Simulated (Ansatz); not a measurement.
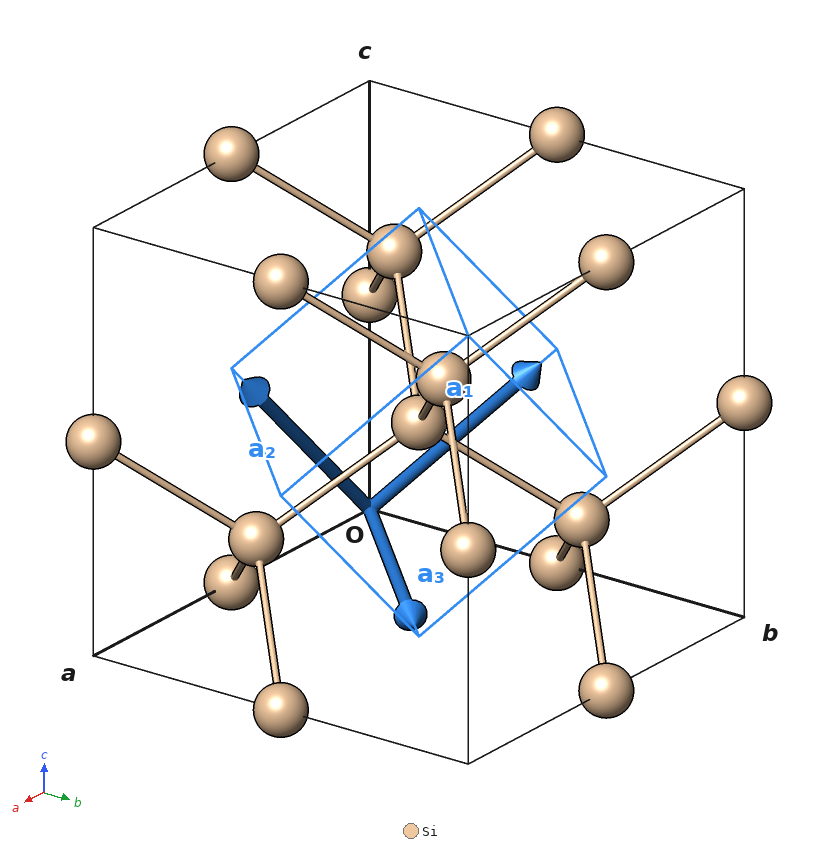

Crystal: Si, the input geometry of an electronic-structure calculation (not necessarily at equilibrium); the starting structure was generated, so it need not be a known form of this composition. The conventional cell (thin) and a primitive cell (coloured, vectors a₁, a₂, a₃). Symmetry computed with spglib at a tolerance of 0.002 Å; standard conventional cell.

a = 5.444 Å, b = 5.444 Å, c = 5.444 Å, α = 90.00°, β = 90.00°, γ = 90.00°.

What is the centring, and how are the primitive vectors built?

Answer. F, face-centred cubic, with lattice points at (0, 0, 0), (1/2, 1/2, 0), (1/2, 0, 1/2), (0, 1/2, 1/2). a₁ = 1/2 b + 1/2 c; a₂ = 1/2 a + 1/2 c; a₃ = 1/2 a + 1/2 b.

Give the primitive cell's size and content.

Answer. Edges 3.850, 3.850, 3.850 Å; angles 60.00°, 60.00°, 60.00°; volume 40.34 Å³, 1/4 of the conventional cell; 2 of its 8 atoms.
